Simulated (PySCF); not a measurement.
## Electronic structure of CH₁₃ClO₂Si₆ in real space

```yaml
atoms:
  - { symbol: C, position_ang: [-0.3362, 2.7275, -0.1670] }
  - { symbol: O, position_ang: [-0.6744, 2.1417, 1.0473] }
  - { symbol: Si, position_ang: [-0.5523, 0.5783, 1.5062] }
  - { symbol: Si, position_ang: [-1.5990, -0.9895, 0.0209] }
  - { symbol: Si, position_ang: [-3.4616, -2.2062, 0.6726] }
  - { symbol: Si, position_ang: [0.5117, -2.1059, -0.1801] }
  - { symbol: Cl, position_ang: [1.2614, -2.1942, -2.0904] }
  - { symbol: Si, position_ang: [1.5399, -0.4809, 1.1974] }
  - { symbol: O, position_ang: [2.4888, 0.4867, 0.2731] }
  - { symbol: Si, position_ang: [3.1926, 1.0791, -1.0547] }
  - { symbol: H, position_ang: [-0.8130, 2.2039, -1.0004] }
  - { symbol: H, position_ang: [0.7460, 2.7113, -0.3188] }
  - { symbol: H, position_ang: [-0.6797, 3.7631, -0.1524] }
  - { symbol: H, position_ang: [-1.0952, 0.8218, 2.8447] }
  - { symbol: H, position_ang: [-1.9862, -0.3647, -1.2738] }
  - { symbol: H, position_ang: [-3.2281, -2.7793, 2.0030] }
  - { symbol: H, position_ang: [-3.7849, -3.3348, -0.2054] }
  - { symbol: H, position_ang: [-4.6970, -1.4239, 0.7772] }
  - { symbol: H, position_ang: [0.5636, -3.5176, 0.2333] }
  - { symbol: H, position_ang: [2.4877, -0.8343, 2.2655] }
  - { symbol: H, position_ang: [3.6501, 2.4101, -0.6595] }
  - { symbol: H, position_ang: [4.2897, 0.1877, -1.4153] }
  - { symbol: H, position_ang: [2.1713, 1.1470, -2.1010] }
```

Geometry: GFN2-xTB.

All numbers below come from PBE0/pcSseg-1, SCF density, gas phase, non-relativistic (PySCF 2.14.0).

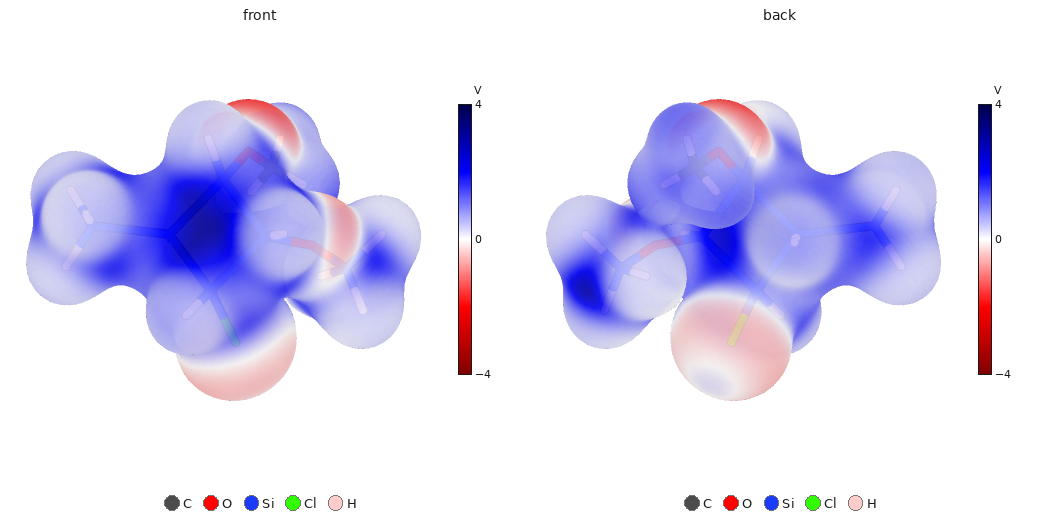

Figure 1. The molecular electrostatic potential painted on the density surface at 0.004 e/bohr³, seen from the front and from behind; red is negative and blue positive.

**Which sites attract a positive test charge, and which a negative one?**

A positive charge is drawn to the negative regions and a negative charge to the positive ones. The most negative region (about −1.4 V, or −32 kcal/mol for a unit charge) lies over O2, the most positive (about +2.9 V, or +67 kcal/mol for a unit charge) over Si3, Si6 and Si8. O2 is the likeliest acceptor of a hydrogen bond.

**What dipole moment does the calculation give?**

Its dipole moment is 0.67 D.

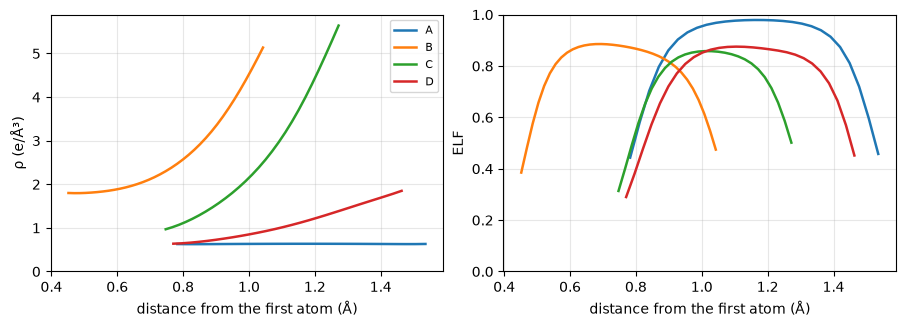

Figure 2. Electron density and electron localisation function along straight lines between neighbouring atoms. The curves leave out the atomic cores.

**Which curve belongs to which contact (C–O, Si–Cl, Si–O and Si–Si)? The first atom named is at distance zero.**

Curve A: Si–Si (2.32 Å): ρ is about 0.64 e/Å³ halfway; the ELF peaks at about 1 between the atoms (localised, covalent bonding). Curve B: C–O (1.39 Å): the density is about 2.1 e/Å³ at the midpoint, with its minimum of 1.8 e/Å³ about 0.5 Å from C; the ELF peaks at about 0.90 between the atoms (a polar covalent bond). Curve C: Si–O (1.62 Å): ρ is about 1.1 e/Å³ halfway; the ELF peaks at about 0.85 between the atoms (a polar covalent bond). Curve D: Si–Cl (2.05 Å): the density is about 0.89 e/Å³ at the midpoint; the ELF peaks at about 0.90 between the atoms; a polar covalent bond.
